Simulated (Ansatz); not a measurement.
**AlHCl2 (SMILES [H][Al]([Cl])[Cl]) at 6 levels**

Aim: a comparison of 6 runs (HF/STO-3G, CAM-B3LYP/STO-3G, PBE/STO-3G, revPBE/STO-3G, RPA@PBE/STO-3G, UMP2/STO-3G) of AlHCl2. 

The results are computed with Ansatz 0.2.0.

59 further runs of the same task are left out: 4 that didn't finish, 55 set aside as unsound or not needed.

## (1) The system as given

AlHCl2 has 4 atoms, charge 0, and is taken as a singlet. As SMILES, `[H][Al]([Cl])[Cl]`. The Cl2–Al1 distance was set to 3.033 Å, away from the relaxed value.

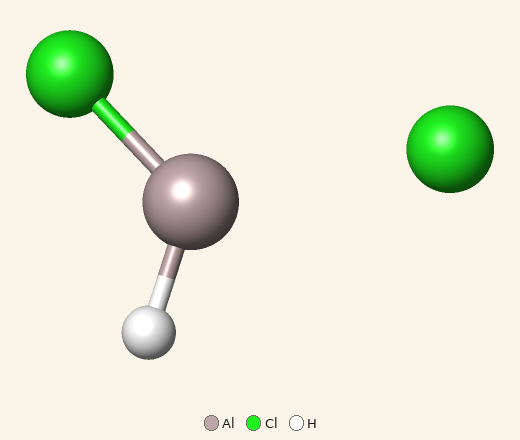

Viewed from a chosen angle; aluminium light grey, chlorine green, hydrogen white.

## (2) A single-point energy at HF/STO-3G (run 1)

Contents of molecule.yaml:

```yaml
crystal:
  periodic: [false, false, false]
  atoms:
    - {symbol: Al, position_ang: [-1.057513, -0.029692, -0.007770]}
    - {symbol: Cl, position_ang: [1.971850, -0.182600, 0.014280]}
    - {symbol: Cl, position_ang: [-2.105443, 1.700858, -0.023180]}
    - {symbol: H, position_ang: [-1.838173, -1.335662, -0.005370]}
basis:
  gaussian:
    orbitals: STO-3G
accuracy: high
magnetization:
  spin_polarized: false
  initial_magnetization: 0
hamiltonian:
  xc: hf
```

Command:

```bash
$ ansatz run molecule.yaml --threads 1 --pin off --max-ram 2610MiB --events-out events.jsonl --progress --plain --runs-dir runs
```

The log of the run:

```text
Warning: RAYON_NUM_THREADS=1 ignored (pool sized by the plan → 1); use --threads N
Functional definition: HF
  name "HF"
  exchange = exact_x
  correlation = 0
478 factors; integrals over basis functions are off by at most 5.7e-9 eV
mean field evaluation 1: about -31257.0471 eV, gradient 1.9e1 eV
mean field evaluation 2: about -31257.0566 eV, gradient 1.9e1 eV
mean field evaluation 4: about -31259.9235 eV, gradient 9.9e-1 eV
mean field evaluation 8: about -31259.9267 eV, gradient 4.1e-5 eV
mean field -31259.92670068 eV, -1148.7811175105 hartree, gradient 8.3e-9 eV, S^2 0.000000; 0 other end points of the search recorded, 0 dependent functions left out
reference -31259.92670068 eV, -1148.7811175105 hartree; 24, 24 occupied and 4, 4 virtual orbitals, 478 factors
Total energy: -31259.92670068 eV, -1148.7811175105 hartree
```

Wall time 0.2 s (1 thread of Arm Neoverse V1, shared host).

## (3) The energy at CAM-B3LYP/STO-3G (run 2)

Contents of run.yaml:

```yaml
crystal:
  periodic: [false, false, false]
  atoms:
    - symbol: Al
      position_ang: [-1.057513, -0.029692, -0.007770]
    - symbol: Cl
      position_ang: [1.971850, -0.182600, 0.014280]
    - symbol: Cl
      position_ang: [-2.105443, 1.700858, -0.023180]
    - symbol: H
      position_ang: [-1.838173, -1.335662, -0.005370]
basis:
  gaussian:
    orbitals: STO-3G
accuracy: high
magnetization:
  spin_polarized: false
  initial_magnetization: 0
hamiltonian:
  xc: {name: CAM-B3LYP}
```

Command:

```bash
$ ansatz run run.yaml --threads 1 --pin off --max-ram 2610MiB --events-out events.jsonl --progress --plain --runs-dir runs
```

The log of the run:

```text
Warning: RAYON_NUM_THREADS=1 ignored (pool sized by the plan → 1); use --threads N
Functional definition: CAM-B3LYP
  name "CAM-B3LYP"
  parameter alpha = 0.19
  parameter beta = 0.46
  parameter omega = 0.33/bohr
  parameter ac = 0.81
  exchange = (1 - alpha - beta)*b88_x + beta*b88_x_sr(omega) + alpha*exact_x + beta*exact_x_lr(omega)
  correlation = (1 - ac)*vwn5_c + ac*lyp_c
478 factors; integrals over basis functions are off by at most 5.7e-9 eV
182 factors; integrals over basis functions are off by at most 1.4e-9 eV
mean field evaluation 1: about -31301.5352 eV, gradient 2.4e1 eV
mean field evaluation 2: about -31298.3179 eV, gradient 3.6e1 eV
mean field evaluation 4: about -31305.6293 eV, gradient 9.6e-1 eV
mean field evaluation 8: about -31305.6115 eV, gradient 3.4e-3 eV
mean field evaluation 16: about -31305.6115 eV, gradient 1.2e-7 eV
mean field -31305.61145149 eV, -1150.4600011367 hartree, gradient 1.0e-8 eV, S^2 0.000000; 0 other end points of the search recorded, 0 dependent functions left out
reference -31305.61146604 eV, -1150.4600016712 hartree; 24, 24 occupied and 4, 4 virtual orbitals, 478 factors
Total energy: -31305.61146604 eV, -1150.4600016712 hartree
```

It took 1.9 s on 1 thread of Arm Neoverse V1, shared host; peak memory 0.11 GiB.

Runs 3 to 5 aren't shown in full; the table further down has their settings and results.

## (4) A single-point energy at UMP2/STO-3G (run 6)

Contents of input.yaml:

```yaml
crystal:
  periodic: [false, false, false]
  atoms:
    - {symbol: Al, position_ang: [-1.057513, -0.029692, -0.007770]}
    - {symbol: Cl, position_ang: [1.971850, -0.182600, 0.014280]}
    - {symbol: Cl, position_ang: [-2.105443, 1.700858, -0.023180]}
    - {symbol: H, position_ang: [-1.838173, -1.335662, -0.005370]}
basis:
  gaussian:
    orbitals: STO-3G
magnetization:
  spin_polarized: true
correlation:
  method: mp2
  frozen_orbitals: {Al: 5, Cl: 5, H: 0}
accuracy: high
```

Command:

```bash
$ ansatz run input.yaml --threads 1 --pin off --max-ram 2610MiB --events-out events.jsonl --progress --plain --runs-dir runs
```

The log of the run (excerpt; [...] marks lines left out):

```text
Warning: RAYON_NUM_THREADS=1 ignored (pool sized by the plan → 1); use --threads N
[... 2 set-up lines as earlier in the session ...]
[...]
478 factors; integrals over basis functions are off by at most 5.7e-9 eV
[...]
mean field -31260.01601517 eV, -1148.7843997576 hartree, gradient 2.3e-8 eV, S^2 0.322216; 9 other end points of the search recorded, 0 dependent functions left out
15 core orbitals not correlated: weight in the atoms' cores, before any rotation towards them, 0.999 or more for the frozen orbitals, at most 0.000 for the correlated occupied ones
reference -31260.01601517 eV, -1148.7843997576 hartree; 9, 9 occupied and 4, 4 virtual orbitals, 478 factors
second order -0.83649335 eV of doubles, -0.00000000 eV of singles
Total energy: -31260.85250852 eV, -1148.8151403212 hartree
```

Run time: 0.68 s. Hardware: 1 thread of Arm Neoverse V1, shared host.

## (5) Overview of the runs

```
run             level  frozen core orbitals   energy (Eh)  wall time
  1         HF/STO-3G                     –  -1148.781118      0.2 s
  2  CAM-B3LYP/STO-3G                     –  -1150.460002      1.9 s
  3        PBE/STO-3G                     –  -1149.958784      1.5 s
  4     revPBE/STO-3G                     –  -1150.293370      1.5 s
  5    RPA@PBE/STO-3G                    15  -1148.880884      2.3 s
  6       UMP2/STO-3G                    15  -1148.815140     0.68 s
```

## (6) Outcome

| quantity | value |
| --- | --- |
| run 6: total energy | -1148.81514 Eh |
| run 6: correlation energy (15 core orbitals frozen) | -30.7 mEh |
| run 6: ⟨S²⟩ of the reference determinant | 0.322 |

**Reading.** Totals of different functionals can't be ranked against each other. In runs 1, 2, 3, 4, 5, 6 the basis is minimal, so the values are rough. Spin contamination of the reference: run 6 ⟨S²⟩ = 0.32. All runs together took 8 s, the longest 2.3 s.
